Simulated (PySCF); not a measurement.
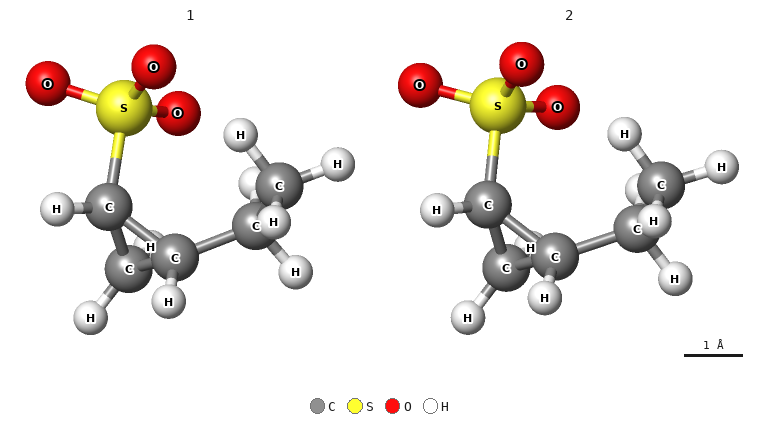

Two geometries of C₅H₉O₃S (charge −1), drawn at one scale. One is the start of a relaxation, the other its converged end. The picture is a ball-and-stick view, seen at a tilt.

The calculation used PBE0-D3(BJ)/def2-SVP geometry optimisation, gas phase (PySCF). 

**Which geometry has the lower energy?**

Structure 2 is the relaxed one. The start comes from GFN2-xTB. Its atoms were then displaced at random by about 0.01 Å. Over 12 geometry steps the energy falls by 22.6 kJ/mol. The largest move after the best rigid fit is that of an O atom, 0.21 Å. By element the largest moves are O 0.21 Å, H 0.17 Å, S 0.10 Å, C 0.07 Å. Among the contacts that change: C–C 1.456 → 1.504 Å, O–S 1.442 → 1.476 Å, C–H 1.076 → 1.105 Å, C–H 1.125 → 1.102 Å. Among the angles between lasting bonds that change: C–C–H 121.5° → 117.9°, C–C–H 117.0° → 113.5°, C–C–S 119.8° → 123.2°.

Limits of the set-up: the basis has no diffuse functions, which an anion needs.
